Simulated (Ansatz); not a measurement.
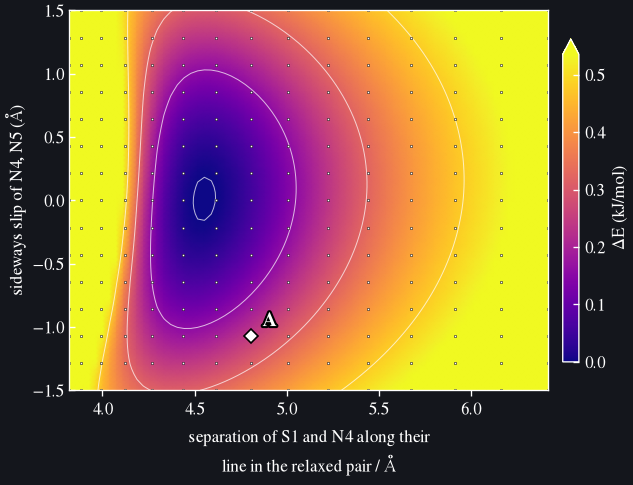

The pair H₂S···N₂. First axis: separation of S1 and N4 along their line in the relaxed pair. Second axis: sideways slip of N4, N5. Nothing is relaxed (both partners rigid). The scan uses a 15 × 15 grid. Points are written as (first, second). Energies are in kJ/mol, from the lowest grid point. These are results of Ansatz 0.2.0, RHF/def2-TZVPD, not measurements.

In the figure: a smooth colour map with a few white contour lines, dots at the grid points, one colour for all values above the top of the scale, the point A. Between grid points the surface is interpolated.

### Is A at rest? If not, where is it pushed?

A, at (4.806 Å, −1.071 Å), is not a stationary point. The computed force is 0.3 kJ/mol for each Å towards smaller values of the first coordinate and 0.28 kJ/mol for each Å towards larger values of sideways slip of N4, N5.
